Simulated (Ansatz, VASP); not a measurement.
# Rh (Rh(110)) in two plane-wave programs, part 2 of 2

Wanted: the spread between two codes on one cell, functional and k mesh.

VASP 6.6.1 and Ansatz 0.2.0.

So far: Starting point; VASP: band structure, r2SCAN.

## (3) Ansatz: band structure, r2SCAN

Level of this step: Ansatz beside VASP: Kohn-Sham DFT, plane waves, r2SCAN (Ansatz).

Ansatz runs on its default PAW (the set named soft_2) files.

The same cell, functional, mesh and smearing now go to Ansatz, which takes its cutoff from its data sets.

input.yaml reads:

```yaml
crystal:
  lattice:
    - [3.8, 0.0, 0.0]
    - [0.0, 2.6870057685, 0.0]
    - [0.0, 0.0, 26.0610173055]
  atoms:
    - { symbol: Rh, position: [0.0, 0.0, 0.3453433876] }
    - { symbol: Rh, position: [0.5, 0.5, 0.3968955917] }
    - { symbol: Rh, position: [0.0, 0.0, 0.4484477959] }
    - { symbol: Rh, position: [0.5, 0.5, 0.5] }
    - { symbol: Rh, position: [0.0, 0.0, 0.5515522041] }
    - { symbol: Rh, position: [0.5, 0.5, 0.6031044083] }
    - { symbol: Rh, position: [0.0, 0.0, 0.6546566124] }
hamiltonian:
  xc: r2scan
  pseudopotentials: { kind: paw }
kpoints:
  mp_grid: { grid: [11, 15, 1] }
  band_path:
    path:
      - [0.0, 0.0, 0.0]
      - [-0.07692, 0.0, 0.0]
      - [-0.15385, 0.0, 0.0]
      - [-0.26923, 0.0, 0.0]
      - [-0.34615, 0.0, 0.0]
      - [-0.42308, 0.0, 0.0]
      - [-0.5, 0.0, 0.0]
      - [-0.5, -0.07692, 0.0]
      - [-0.5, -0.19231, 0.0]
      - [-0.5, -0.26923, 0.0]
      - [-0.5, -0.34615, 0.0]
      - [-0.5, -0.46154, 0.0]
      - [-0.5, -0.5, 0.0]
      - [-0.42308, -0.5, 0.0]
      - [-0.30769, -0.5, 0.0]
      - [-0.23077, -0.5, 0.0]
      - [-0.11538, -0.5, 0.0]
      - [-0.03846, -0.5, 0.0]
      - [0.0, -0.5, 0.0]
      - [0.0, -0.38462, 0.0]
      - [0.0, -0.30769, 0.0]
      - [0.0, -0.23077, 0.0]
      - [0.0, -0.11538, 0.0]
      - [0.0, -0.03846, 0.0]
      - [-0.03846, -0.03846, 0.0]
      - [-0.11538, -0.11538, 0.0]
      - [-0.19231, -0.19231, 0.0]
      - [-0.30769, -0.30769, 0.0]
      - [-0.38462, -0.38462, 0.0]
      - [-0.5, -0.5, 0.0]
    npoints: 1
scf:
  occupations: { method: fermi_dirac, width: 0.1 }
  n_extra_bands: 9
efield:
  axis: 3
  dipole_correction: true
  ramp_width: 0.04
output:
  forces: true
  eigenvalues: true
  write_density: true
  write_potential: true
  elf: true
  volumetric_format: npy
```

The run is started by

```
$ ansatz run input.yaml --threads 4 --pin off --max-ram 9216MiB --backend cpu --events-out ev --progress --plain --runs-dir out
```

Numbers of over 12 decimals in the logs are rounded to 6 here.

The log of the run:

```text
scf.n_extra_bands = 9 over 60 filled bands (N_el = 119.0): the run solves 69 bands
Engine: ansatz 0.2.0, aarch64-unknown-linux-gnu
Pseudopotentials: kind: paw
Pseudopotential: Rh, paw, valence charge 17, recommended cutoff 500 eV (meta_gga), Rh.paw.azcp
Functional definition: r2SCAN
  parameter k0 = 0.174
  parameter k1 = 0.065
  parameter a1 = 4.9479
  exchange = r2scan_x(k0 = k0, k1 = k1, a1 = a1)
  correlation = r2scan_c
Crystal: 7 atoms, lattice volume = 266.099 Å³
Basis set: ecut = 500 eV, 6687 PW (Γ), exchange–correlation on 120×80×768 points (64 copies of the dense FFT grid, shifted against one another)
Bands: 69, of which v1, the nominal top of the filled ones, is band 60 counted from 1 (59 counted from 0)
Symmetry: 4 space group operations
k-points: 48 of 165
Non-local potential: Rh, projectors of the file, l = 0: 3, l = 1: 2, l = 2: 2, l = 3: 1
PAW form: soft (Blöchl's): semilocal exchange-correlation on the pseudo side does not see the compensation charge
PAW frozen core: Rh, regenerated for the run's functional (the file was generated under x = pbe(κ = 0.804, μ = 0.219515), c = pbe(β = 0.066725))
PAW one-centre angular grid: Rh, 590 points (default); XC on 160 Gauss nodes
Initial density: superposition of atomic densities (neutral atoms: chi_scale 0, normalization atom), corrected by the library's trained network
Initial wavefunctions: pseudopotential atomic-orbital guess
Functional: x = r2scan, c = r2scan; τ floored in thin density (d = 2e-4 eV/Å³)
SCF iter   1: F=—  HF=-44903.472410 eV  |F-HF|=—  |Δ(HF+E_count)|=         —  Δρ=8.40e-3  dr2=2.31e-1  dr2_τ=6.02e-2  ethr=1.77e-3  p=0.000 e·Å  D=1.56e-13 V/Å  ΔV_dip=-0.00 eV  dr2_dipole=5.52e-8  V_vac-E_F(+/−)=4.61/4.61 eV  ⟨swp⟩=8.0  Hψ=14245  notcnv=0
efield: sawtooth ramp at fractional position 0.9800 (placed from the atoms, in the widest stretch of the axis that holds none; the zero of the levels goes with the place), width 0.0400; the density the first Hamiltonian is built on has a dipole p = 0.000 e·Å; the dipole correction subtracts the counter field D = 1.56e-13 V/Å, which shifts the + side's vacuum level by -0.00 eV against the − side's; the planar-averaged density in the ramp window peaks in size at 3.5e-5 e/Å³
preconditioner: auto → LDOS  [metal: Δε(μ)=0.004 eV  Ē_g=4.649 eV  σ=0.100 eV  W_gap=0.01  n_scr=54 (ndim 8)  ℏωp=18.1 eV  f_vac=0.578  D(μ)=11.53/eV (n_scr^D=86)  β→1.0]
SCF iter   2: F=—  HF=-44903.544375 eV  |F-HF|=—  |Δ(HF+E_count)|=   7.20e-2  Δρ=1.95e-3  dr2=1.14e-2  dr2_τ=2.60e-3  ethr=1.94e-4  p=0.000 e·Å  D=4.10e-7 V/Å  ΔV_dip=-0.00 eV  dr2_dipole=5.43e-8  V_vac-E_F(+/−)=4.69/4.69 eV  ⟨swp⟩=2.4  Hψ=5770  notcnv=0  defer=5
SCF iter   3: F=—  HF=-44903.546893 eV  |F-HF|=—  |Δ(HF+E_count)|=   2.52e-3  Δρ=1.18e-3  dr2=3.69e-3  dr2_τ=2.05e-4  ethr=9.55e-6  p=0.000 e·Å  D=3.85e-7 V/Å  ΔV_dip=-0.00 eV  dr2_dipole=6.14e-9  V_vac-E_F(+/−)=4.66/4.66 eV  ⟨swp⟩=2.9  Hψ=7620  notcnv=0  defer=5
SCF iter   4: F=—  HF=-44903.546575 eV  |F-HF|=—  |Δ(HF+E_count)|=   3.17e-4  Δρ=4.00e-4  dr2=6.39e-4  dr2_τ=2.85e-5  ethr=3.10e-6  p=-0.000 e·Å  D=-4.18e-7 V/Å  ΔV_dip=0.00 eV  dr2_dipole=1.51e-10  V_vac-E_F(+/−)=4.67/4.67 eV  ⟨swp⟩=2.1  Hψ=5034  notcnv=0  defer=5
SCF iter   5: F=—  HF=-44903.546583 eV  |F-HF|=—  |Δ(HF+E_count)|=   7.47e-6  Δρ=1.91e-4  dr2=1.03e-4  dr2_τ=5.58e-6  ethr=5.37e-7  p=-0.000 e·Å  D=-8.63e-8 V/Å  ΔV_dip=0.00 eV  dr2_dipole=4.49e-11  V_vac-E_F(+/−)=4.66/4.66 eV  ⟨swp⟩=2.1  Hψ=4914  notcnv=0  defer=5
SCF iter   6: F=—  HF=-44903.546571 eV  |F-HF|=—  |Δ(HF+E_count)|=   1.12e-5  Δρ=3.89e-5  dr2=5.11e-6  dr2_τ=2.01e-7  ethr=8.67e-8  p=-0.000 e·Å  D=-1.17e-7 V/Å  ΔV_dip=0.00 eV  dr2_dipole=1.05e-11  V_vac-E_F(+/−)=4.66/4.66 eV  ⟨swp⟩=2.0  Hψ=4962  notcnv=0  defer=5
SCF iter   7: F=—  HF=-44903.546976 eV  |F-HF|=—  |Δ(HF+E_count)|=   4.05e-4  Δρ=1.50e-5  dr2=8.51e-7  dr2_τ=3.27e-8  ethr=4.30e-9  p=-0.000 e·Å  D=-6.86e-8 V/Å  ΔV_dip=0.00 eV  dr2_dipole=7.78e-13  V_vac-E_F(+/−)=4.66/4.66 eV  ⟨swp⟩=2.7  Hψ=6850  notcnv=0  defer=5
SCF iter   8: F=—  HF=-44903.546976 eV  |F-HF|=—  |Δ(HF+E_count)|=   5.96e-8  Δρ=4.45e-6  dr2=1.03e-7  dr2_τ=5.45e-9  ethr=7.15e-10  p=-0.000 e·Å  D=-6.75e-9 V/Å  ΔV_dip=0.00 eV  dr2_dipole=4.83e-12  V_vac-E_F(+/−)=4.66/4.66 eV  ⟨swp⟩=2.0  Hψ=4918  notcnv=0  defer=5
SCF iter   9: F=-44903.546976 eV  HF=-44903.546976 eV  |F-HF|=1.83e-8  |Δ(HF+E_count)|=   6.53e-8  Δρ=2.05e-6  dr2=1.11e-8  dr2_τ=9.93e-10  ethr=8.40e-11  p=-0.000 e·Å  D=-5.76e-9 V/Å  ΔV_dip=0.00 eV  dr2_dipole=2.29e-13  V_vac-E_F(+/−)=4.66/4.66 eV  ⟨swp⟩=14.1  Hψ=27222  notcnv=0
SCF 1 converged in 9 iterations: F = -44903.546976 eV  dr2 = 1.11e-8
  greatest PAW one-centre occupation: 1.000 electrons in one spin orbital (limit 2), on the Rh atom at site 6 (counted from 0), in its partial waves of l = 1
NSCF: frozen V_eff on 30 k-points
efield: sawtooth ramp at fractional position 0.9800 (kept from the solve that this one continues, or follows in the run), width 0.0400; the density the first Hamiltonian is built on has a dipole p = -0.000 e·Å; the dipole correction subtracts the counter field D = -5.76e-9 V/Å, which shifts the + side's vacuum level by +0.00 eV against the − side's; the planar-averaged density in the ramp window peaks in size at 2.6e-5 e/Å³
WARN: The output density's exchange-correlation potential varies sharply where the density is thin. Do not read a vacuum level from v_tot or v_xc, or from such a field of the output density. On a cell that repeats whose density bears no net charge and no dipole along the vacuum's axis use v_es (v_loc + v_h of the components); under efield.dipole_correction with no amplitude use v_es + v_field, which holds any externa [...]
SCF converged after 9 iterations
Free energy (F): -44903.546976 eV
Harris-Foulkes:  -44903.546976 eV  (|F-HF|=1.83e-8)
Internal energy: -44903.160862 eV  (E = F + TS)
E sigma→0 (E₀):  -44903.353919 eV
Entropy (-TS):   -0.386115 eV (-55.159 meV/atom)
Fermi energy:    5.050607 eV
Dipole field:    D = -0.000001 V/Å  (p = -0.000001 e·Å, saw-weighted, corrected)
Work function:   Φ+ = 4.6573 eV   Φ− = 4.6573 eV
Levels:          The Fermi level and band energies are counted from a zero that moves with the ramp; work functions are not
--- Per-component energies (eV) ---
  E_band       = -2724.258932
  E_kinetic    = 4005.091161
  E_local      = -234660.519198  (includes V_loc(G=0)·N_el)
  E_nonlocal   = 2494.905125
  E_hartree    = 114702.181322
  E_xc         = -1510.773234
  E_vxc        = -2189.237511  (∫ρ·V_xc dr)
  E_paw        = -25232.260458  (= ΣΔE_a)
  E_vpaw       = -1927.529083  (= ΣTr[D̂ρ^β])
  E_aug_tail   = 0.004762  (compensation charges beyond the density's cutoff)
  E_vtau       = 148.664199  (kinetic-family band-sum trace: ∫τ·v_τ [+ j·A + Jᵃ·Aᵃ] dr)
  E_efield     = 0.000000  (sawtooth field / dipole correction)
  E_vefield    = 0.000000  (∫n·V_field dr)
  E_ewald      = 95300.799374
  E_core_change = -2.589716  (= ΣΔE_core)
  E_smearing   = -0.386115  (= −TS)
  E_closure    = -0.000000  (closes the sum)
  Σ components = -44903.546976   (vs F -44903.546976, Δ=0.00e0)
--- Forces (eV/Å), atoms counted from 1 ---
  atom   1  Rh     0.00000000     0.00000000     1.01658404
  atom   2  Rh     0.00000000     0.00000000    -0.57490202
  atom   3  Rh     0.00000000     0.00000000    -0.21108948
  atom   4  Rh     0.00000000     0.00000000     0.00000055
  atom   5  Rh     0.00000000     0.00000000     0.21108946
  atom   6  Rh     0.00000000     0.00000000     0.57490124
  atom   7  Rh     0.00000000     0.00000000    -1.01658357
  max |Σ_I F_I| component: 2.15e-7 eV/Å
--- Band table (eV; the first three rows and the last of 48) ---
  k-point 0: bands = [... 56 lower, 4.2450, 4.3069, 4.3599, 4.8045, 4.9753, 5.1419, 5.4427, 5.4598, ... 5 higher]
  k-point 1: bands = [... 56 lower, 4.1159, 4.4019, 4.4628, 4.7118, 5.0425, 5.2430, 5.2577, 5.3284, ... 5 higher]
  k-point 2: bands = [... 56 lower, 4.2148, 4.4532, 4.5241, 4.5505, 5.0582, 5.1300, 5.1677, 5.1744, ... 5 higher]
  k-point 47: bands = [... 56 lower, 5.4199, 5.5164, 5.5506, 5.6361, 5.6468, 5.8010, 5.8748, 6.9613, ... 5 higher]
```

Run time: 79 s. Hardware: 4 threads of Arm Neoverse V1, shared host; peak memory 1.6 GiB; 5.2 min of CPU time.

## (4) Differences

Known differences besides the PAW data sets themselves: VASP keeps PBE cores, Ansatz makes them for the functional; the data sets hold 119 valence electrons in Ansatz (default PAW (the set named soft_2) files) and 63 in VASP; the cutoff is 500 eV in Ansatz and 300 eV in VASP (PREC = Normal). Total energies have different zeros and are not compared.

The two programs side by side:

| quantity | Ansatz | VASP | difference |
| --- | --- | --- | --- |
| work function, lower of the two faces (eV) | 4.66 | 4.65 | +0.01 |
| work function, higher of the two faces (eV) | 4.66 | 4.65 | +0.01 |

Forces (eV/Å; atoms numbered as in POSCAR):

| atom | Ansatz x, y, z | VASP x, y, z |
| --- | --- | --- |
| Rh1 | 0.000, 0.000, 1.017 | 0.000, 0.000, 0.992 |
| Rh2 | 0.000, 0.000, -0.575 | 0.000, 0.000, -0.612 |
| Rh3 | 0.000, 0.000, -0.211 | 0.000, 0.000, -0.214 |
| Rh4 | 0.000, 0.000, 0.000 | 0.000, 0.000, 0.000 |
| Rh5 | 0.000, 0.000, 0.211 | 0.000, 0.000, 0.214 |
| Rh6 | 0.000, 0.000, 0.575 | 0.000, 0.000, 0.612 |
| Rh7 | 0.000, 0.000, -1.017 | 0.000, 0.000, -0.992 |

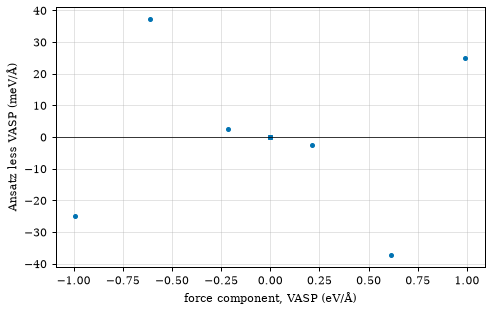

Difference of the force components against their size.

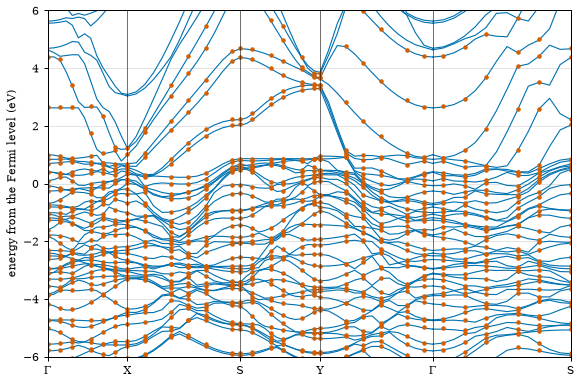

Bands from VASP (lines) and levels from Ansatz (dots). Dots without a line are higher empty bands that the VASP plot leaves out.

The forces differ by 14 meV/Å r.m.s., which is 3.8 % of the r.m.s. force of 0.37 eV/Å (both taken over all components). Levels from 3 eV below to 2 eV above the Fermi level differ by 6 meV r.m.s. and 32 meV at most; each VASP level is matched to the nearest of Ansatz, which flatters the figure a little.

## (5) Further runs

The difference is large enough to ask for its cause, so further runs change the set-up of one program at a time, as the table lists.

| run | r.m.s. force difference (% of the r.m.s. force) |
| --- | --- |
| as above | 3.8 |
| cores kept as stored, as VASP does | 4.0 |
| Ansatz's larger PAW set (cutoff 640 eV) | 3.1 |
| norm-conserving potentials (cutoff 1197 eV) | 3.3 |

## (6) Summary of results

```yaml
r_m_s_force_difference_band_structure_r2scan: 3.8 % of the r.m.s. force
```

The r.m.s. force difference is 3.8 % of the r.m.s. force (band structure, r2SCAN), beyond the 3 % picked in this series as the mark of a large difference. For band structure, r2SCAN: no further run halves the r.m.s. force difference; only Ansatz's side was varied, and Ansatz's runs with other potentials lie closer to each other than to VASP, which for this quantity points to VASP's side; this was not tested here. How closely two codes agree says nothing of how well the functional describes the real material.

[Lines on the potential files, build, host, timing and source positions are cut from VASP's logs without a mark.]

[Logs are printed without paths, hosts, clocks, repeated set-up lines and the standing remarks that a program may print on its own settings, such as how far it seeks lower states.]

[Hosts, paths, dates, database ids (printed as entryN), source tags and the programs' standing remarks are cut or masked in the printed files.]
